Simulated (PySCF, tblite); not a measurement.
# C3H12Si2: geometry, infrared bands and NMR shifts

Wanted: the infrared bands and NMR shifts of C3H12Si2 (`CC[SiH2][SiH2]C`), by calculation.

Programs: tblite 0.8.0 and PySCF 2.14.0, with density-fitted response routines of our own. Each step states its level of theory. These are calculated values for one molecule in the gas phase, unless marked as measured. Atoms count from 0, in the outputs and in this text.

## (1) The molecule as given

17 atoms, charge 0, multiplicity 1; geometry from: force field or distance geometry start.

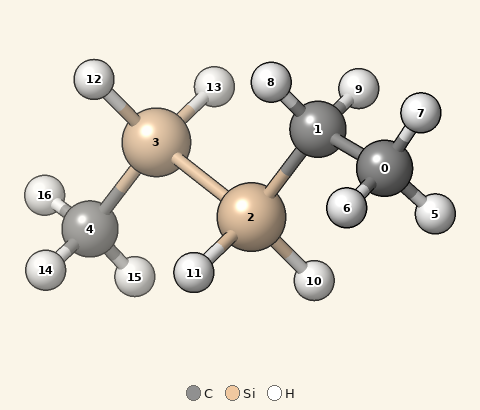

The starting geometry (carbon grey, silicon light orange, hydrogen white), atoms numbered; sticks join atoms by distance.

## (2) Geometry optimisation with GFN2-xTB

What the job is given:

```
{"job": {"kind": "relax", "xc": "GFN2-xTB", "basis": "xTB"}, "charge": 0, "multiplicity": 1}
C      3.040100     0.085400     0.221100
C      1.723200    -0.284000    -0.481200
Si     0.180100     0.298400     0.380200
Si    -1.668400    -0.374500    -0.855600
C     -3.211300     0.196000    -0.007600
H      3.076900    -0.330500     1.230800
H      3.144400     1.178500     0.295500
H      3.891400    -0.293600    -0.340200
H      1.755000     0.109700    -1.490200
H      1.684500    -1.381300    -0.560300
H      0.098100    -0.261700     1.751100
H      0.181400     1.782800     0.484700
H     -1.594600     0.177700    -2.213700
H     -1.669200    -1.866500    -0.959100
H     -3.240700     1.297800     0.065800
H     -3.301800    -0.211500     1.008000
H     -4.095900    -0.110600    -0.572600
```

Run with:

```bash
> OMP_NUM_THREADS=1 python probes_run.py task.json out
```

This one command runs all jobs of the session in turn.

Standard output:

```text
step      E/eV     max force
  0    -434.53914    1.425
  1    -434.60697    0.428
  2    -434.61682    0.202
  3    -434.62224    0.174
  4    -434.62721    0.214
  5    -434.63234    0.216
  6    -434.63711    0.211
  7    -434.64178    0.220
  8    -434.64587    0.145
  9    -434.64839    0.107
 10    -434.64947    0.078
 11    -434.65000    0.058
 12    -434.65043    0.051
 13    -434.65087    0.063
 14    -434.65126    0.056
 15    -434.65158    0.054
 16    -434.65188    0.045
 17    -434.65225    0.054
 18    -434.65268    0.053
 19    -434.65307    0.053
 20    -434.65340    0.054
 21    -434.65371    0.051
 22    -434.65407    0.063
 23    -434.65445    0.052
 24    -434.65474    0.050
 25    -434.65492    0.031
 26    -434.65504    0.030
 27    -434.65517    0.029
 28    -434.65529    0.026
 29    -434.65538    0.019
 30    -434.65543    0.018
 31    -434.65549    0.023
 32    -434.65554    0.021
 33    -434.65558    0.015
 34    -434.65559    0.007
```

It took 0.36 s on 1 thread of Arm Neoverse N1, shared host; peak memory 0.18 GiB.

Along the way: (not every step is listed)

| step | energy from step 0 (eV) | largest force (eV/Å) |
| --- | --- | --- |
| 0 | 0.0000 | 1.4248 |
| 1 | -0.0678 | 0.4277 |
| 2 | -0.0777 | 0.2021 |
| 3 | -0.0831 | 0.1743 |
| 4 | -0.0881 | 0.2145 |
| 5 | -0.0932 | 0.2160 |
| 6 | -0.0980 | 0.2109 |
| 7 | -0.1026 | 0.2201 |
| 8 | -0.1067 | 0.1452 |
| 10 | -0.1103 | 0.0783 |
| 12 | -0.1113 | 0.0511 |
| 14 | -0.1121 | 0.0557 |
| 16 | -0.1127 | 0.0453 |
| 18 | -0.1135 | 0.0528 |
| 20 | -0.1143 | 0.0542 |
| 22 | -0.1149 | 0.0629 |
| 24 | -0.1156 | 0.0505 |
| 26 | -0.1159 | 0.0299 |
| 28 | -0.1162 | 0.0261 |
| 29 | -0.1162 | 0.0194 |
| 30 | -0.1163 | 0.0184 |
| 31 | -0.1164 | 0.0226 |
| 32 | -0.1164 | 0.0210 |
| 33 | -0.1164 | 0.0152 |
| 34 | -0.1165 | 0.0071 |

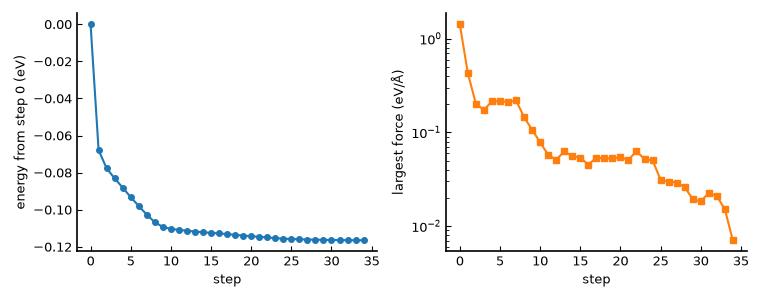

Energy and largest force along the relaxation.

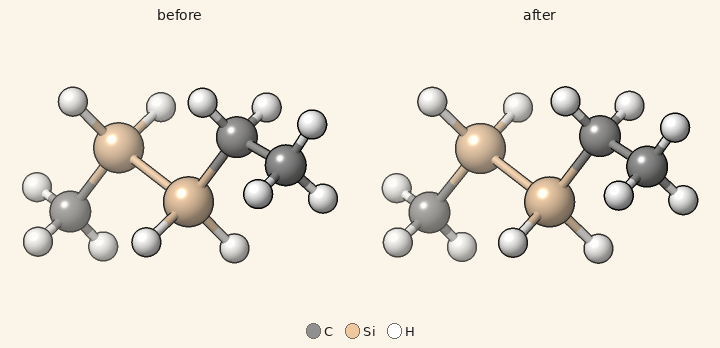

The geometry before (left) and after (right).

Distances of close pairs at the start and the end, largest changes first:

| bond | before (Å) | after (Å) | change (Å) |
| --- | --- | --- | --- |
| Si3–C4 | 1.851 | 1.899 | +0.048 |
| C1–Si2 | 1.861 | 1.906 | +0.045 |
| Si3–H13 | 1.496 | 1.473 | -0.023 |
| C4–H14 | 1.105 | 1.086 | -0.018 |
| Si2–H11 | 1.488 | 1.473 | -0.015 |
| C0–C1 | 1.538 | 1.523 | -0.015 |
| C0–H6 | 1.101 | 1.088 | -0.013 |
| C4–H15 | 1.098 | 1.086 | -0.012 |

The final coordinates are the input of the step that follows.

## (3) Vibrational analysis with GFN2-xTB

What the job is given:

```
{"job": {"kind": "ir", "xc": "GFN2-xTB", "basis": "xTB"}, "charge": 0, "multiplicity": 1}
C      3.044861     0.096355     0.234541
C      1.770520    -0.305443    -0.495867
Si     0.183872     0.297412     0.370966
Si    -1.663705    -0.380206    -0.846608
C     -3.267675     0.200733    -0.012359
H      3.053630    -0.314812     1.241573
H      3.114807     1.179046     0.312826
H      3.930442    -0.264491    -0.287601
H      1.803124     0.090156    -1.513246
H      1.742793    -1.392862    -0.592548
H      0.214429    -0.224022     1.748418
H      0.297118     1.758736     0.519536
H     -1.674105     0.146687    -2.221417
H     -1.756075    -1.842794    -0.990680
H     -3.298694     1.283434     0.069009
H     -3.357766    -0.204081     0.991546
H     -4.144575    -0.111817    -0.571603
```

Standard output:

```text
mode    cm-1     km/mol
  1      13.5      0.15
  2      54.0      0.12
  3      83.2      0.94
  4     129.9      0.25
  5     157.1      0.16
  6     220.1      0.52
  7     262.5      2.59
  8     351.7     51.86
  9     430.3      0.00
 10     464.9      0.84
 11     553.0      4.34
 12     571.3      0.29
 13     640.3    577.67
 14     693.9     45.68
 15     708.0     84.55
 16     738.3     38.78
 17     750.9     24.78
 18     808.4    421.10
 19     816.4    126.45
 20     825.8     60.24
 21     838.8     80.70
 22     979.4      8.72
 23    1019.3     11.49
 24    1078.3     21.95
 25    1246.6      1.01
 26    1292.5      1.28
 27    1374.1      5.39
 28    1420.0      0.38
 29    1490.8      0.70
 30    1494.8      0.10
 31    1495.4      0.68
 32    1512.0      0.57
 33    1513.9      3.99
 34    2152.8     23.16
 35    2168.7      9.00
 36    2174.1    864.12
 37    2186.1    353.58
 38    2957.3     48.55
 39    2974.3     35.61
 40    3004.7     62.46
 41    3026.9     51.10
 42    3033.9     19.88
 43    3035.1     39.46
 44    3036.4     45.09
 45    3040.4      2.64
```

It took 0.91 s on 1 thread of Arm Neoverse N1, shared host; peak memory 0.18 GiB.

The strongest bands and the atoms that carry them (share of the mass-weighted mode):

| cm⁻¹ | km/mol | atoms |
| --- | --- | --- |
| 640 | 577.7 | H13 30 %, H12 30 %, H11 12 %, H10 12 % |
| 708 | 84.5 | Si2 33 %, C1 21 % |
| 808 | 421.1 | H12 31 %, H13 30 %, H11 14 %, H10 14 % |
| 816 | 126.5 | H11 23 %, H10 23 %, H16 17 % |
| 839 | 80.7 | H16 23 %, H13 13 %, H12 13 %, H11 10 % |
| 2174 | 864.1 | H13 32 %, H12 32 %, H11 20 %, H10 12 % |
| 2186 | 353.6 | H12 35 %, H13 28 %, H10 19 %, H11 16 % |
| 3005 | 62.5 | H7 87 % |

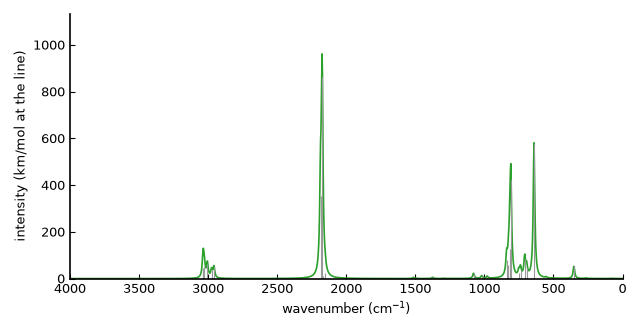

The infrared spectrum from these modes, unscaled. Lines are broadened to a width of 14 cm⁻¹ (Lorentzian).

## (4) Shielding tensors: PBE0/pcSseg-1

The job, as its differences from that of step 3:

```diff
@@ -1,2 +1,2 @@
-{"job": {"kind": "ir", "xc": "GFN2-xTB", "basis": "xTB"}, "charge": 0, "multiplicity": 1}
+{"job": {"kind": "nmr", "xc": "PBE0", "basis": "pcSseg-1"}, "charge": 0, "multiplicity": 1}
 C      3.044861     0.096355     0.234541
```

With the program's defaults for keys left out, this is: GIAO PBE0/pcSseg-1 NMR shielding, non-relativistic, gas phase.

Standard output:

```text
coarse grid: 13952 points
cycle   1  E = -700.0160362426  dE = -1.726e-02  |g| = 4.385e-01  |ddm| = 3.418e+00
cycle   2  E = -699.9964868906  dE =  1.955e-02  |g| = 5.141e-01  |ddm| = 7.782e-01
cycle   3  E = -700.0666885600  dE = -7.020e-02  |g| = 2.465e-02  |ddm| = 4.410e-01
cycle   4  E = -700.0668174358  dE = -1.289e-04  |g| = 1.158e-02  |ddm| = 3.224e-02
cycle   5  E = -700.0668479440  dE = -3.051e-05  |g| = 4.056e-03  |ddm| = 1.304e-02
cycle   6  E = -700.0668522430  dE = -4.299e-06  |g| = 4.451e-04  |ddm| = 4.102e-03
final grid: 121944 points
cycle   7  E = -700.0954251599  dE = -2.210e-05  |g| = 7.394e-03  |ddm| = 1.842e-02
cycle   8  E = -700.0954186928  dE =  6.467e-06  |g| = 8.909e-03  |ddm| = 1.289e-02
cycle   9  E = -700.0954391544  dE = -2.046e-05  |g| = 3.479e-04  |ddm| = 7.019e-03
cycle  10  E = -700.0954391761  dE = -2.171e-08  |g| = 1.216e-04  |ddm| = 4.358e-04
cycle  11  E = -700.0954391798  dE = -3.656e-09  |g| = 3.548e-05  |ddm| = 1.331e-04
cycle  12  E = -700.0954391801  dE = -3.008e-10  |g| = 8.911e-06  |ddm| = 4.159e-05
converged SCF energy = -700.0954391801

GIAO shielding tensors (ppm)
atom      isotropic    diamagn.    paramagn.     s11        s22        s33       span
  0 C      171.798     244.518     -72.720    161.946    164.947    188.502     26.556
  1 C      181.232     253.903     -72.671    172.007    181.123    190.567     18.560
  2 Si     415.760     882.798    -467.038    382.981    387.686    476.612     93.630
  3 Si     428.734     881.623    -452.889    408.113    408.307    469.783     61.670
  4 C      196.253     251.930     -55.676    190.445    198.817    199.497      9.051
  5 H       30.643      29.066       1.576     26.118     29.104     36.706     10.588
  6 H       30.643      28.985       1.658     26.120     29.102     36.706     10.587
  7 H       30.153      27.069       3.085     24.785     27.525     38.150     13.365
  8 H       31.041      32.850      -1.809     25.554     30.550     37.019     11.465
  9 H       31.041      32.973      -1.932     25.555     30.546     37.021     11.466
 10 H       27.967      31.608      -3.641     24.489     26.998     32.415      7.926
 11 H       27.966      31.586      -3.619     24.489     26.999     32.411      7.922
 12 H       27.808      30.746      -2.938     24.115     26.595     32.713      8.598
 13 H       27.804      30.783      -2.979     24.110     26.595     32.708      8.598
 14 H       31.692      30.587       1.105     26.861     29.474     38.740     11.880
 15 H       31.693      30.723       0.970     26.860     29.482     38.736     11.876
 16 H       31.341      27.615       3.726     26.174     28.135     39.713     13.539
```

Wall time 32 s (1 thread of Arm Neoverse N1, shared host); peak memory 0.73 GiB.

The references, computed at this level on geometries of the same kind, shield at (ppm): 1H TMS 31.72, 13C TMS 186.9, 29Si TMS 349.2. Their shielding less the atom's gives the shift. The references are single molecules in the gas phase. Atoms listed in one row are averaged.

| atoms | environment | σ (ppm) | δ (ppm) | δ scaled to CDCl3 |
| --- | --- | --- | --- | --- |
| C0 | methyl carbon | 171.8 | 15.1 | 12.8 |
| C1 | sp3 CH2 bonded to Si | 181.2 | 5.7 | 3.6 |
| C4 | methyl carbon bonded to Si | 196.3 | -9.3 | -11.0 |
| H12, H13 | hydrogen on a silicon bonded to C, Si | 27.81 | 3.91 | – |
| H10, H11 | hydrogen on a silicon bonded to C, Si | 27.97 | 3.75 | – |
| H5, H6, H7 | hydrogen on a methyl carbon | 30.48 | 1.24 | 1.27 |
| H8, H9 | hydrogen on an sp3 CH2 bonded to Si | 31.04 | 0.68 | 0.74 |
| H14, H15, H16 | hydrogen on a methyl carbon bonded to Si | 31.58 | 0.14 | 0.24 |
| Si2 | silicon bonded to C, Si, 2 H | 415.8 | -66.6 | – |
| Si3 | silicon bonded to C, Si, 2 H | 428.7 | -79.6 | – |

The scaled column applies a straight-line fit of computed shieldings to shifts measured in CDCl3 (root-mean-square error 0.16 ppm for H, 1.9 ppm for C).

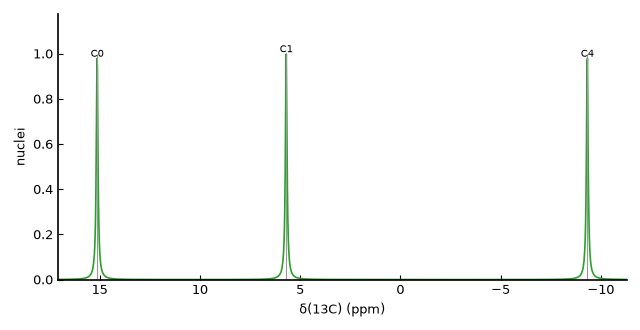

13C lines at the computed shifts, without couplings. Lines are broadened to a width of 0.10 ppm (Lorentzian).

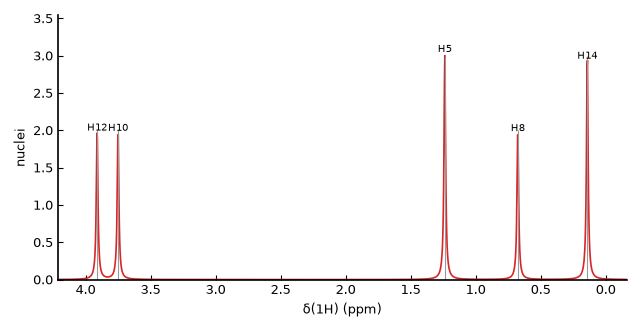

1H lines at the computed shifts, without couplings. Lines are broadened to a width of 0.02 ppm (Lorentzian).

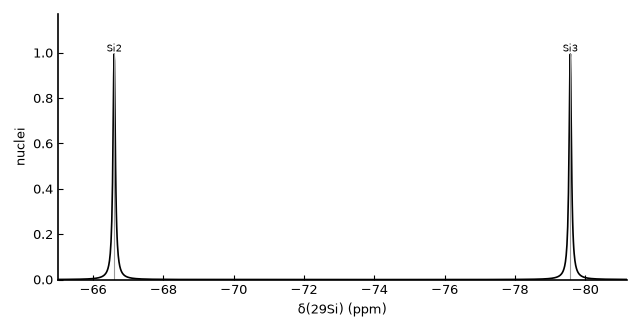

29Si lines at the computed shifts, without couplings. Lines are broadened to a width of 0.08 ppm (Lorentzian).

Charges from the same density, by scheme (e):

| atoms | Mulliken | IAO | Hirshfeld | ESP fit |
| --- | --- | --- | --- | --- |
| C0 | -0.27 | -0.41 | -0.12 | -0.18 |
| C1 | -0.57 | -0.52 | -0.15 | 0.05 |
| Si2 | 0.34 | 0.44 | 0.24 | 0.10 |
| Si3 | 0.32 | 0.46 | 0.25 | 0.39 |
| C4 | -0.62 | -0.70 | -0.21 | -0.40 |

ESP fit charges:

C0 -0.18; C1 0.05; Si2 0.10; Si3 0.39; C4 -0.40; H5 0.05; H6 0.05; H7 0.04; H8 0.00; H9 0.00; H10 -0.07; H11 -0.07; H12 -0.13; H13 -0.13; H14 0.10; H15 0.10; H16 0.11

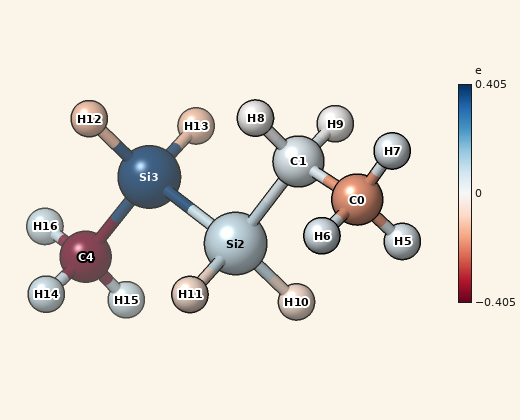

ESP fit charges, as colours on the atoms.

Mayer bond orders: C0–C1 1.05, C1–Si2 0.92, Si2–Si3 0.93, Si3–C4 0.95.

## (5) Summary of results

```
                                                              quantity                             value
                             strongest single infrared mode (GFN2-xTB)             2174 cm⁻¹, 864 km/mol
                                          zero-point energy (GFN2-xTB)                     84.1 kcal/mol
                                13C shifts against TMS (PBE0/pcSseg-1)               15.1, 5.7, -9.3 ppm
1H shifts against TMS (PBE0/pcSseg-1, means over atoms taken as alike)  3.91, 3.75, 1.24, 0.68, 0.14 ppm
                               29Si shifts against TMS (PBE0/pcSseg-1)                  -66.6, -79.6 ppm
```

Relaxing lowered the energy by 0.116 eV in 34 steps; the close pair that moved most is Si3–C4, from 1.851 to 1.899 Å. All 45 modes are real, so the xTB geometry is a minimum. The strongest single mode, at 2174 cm⁻¹, is carried by H13, H12, H11, H10. Unscaled tight-binding wavenumbers are off by several per cent, some by more. Its intensities can rank the bands wrongly. At PBE0/pcSseg-1: The widest tensor belongs to Si2: span 94 ppm, with a paramagnetic part of -467 ppm.
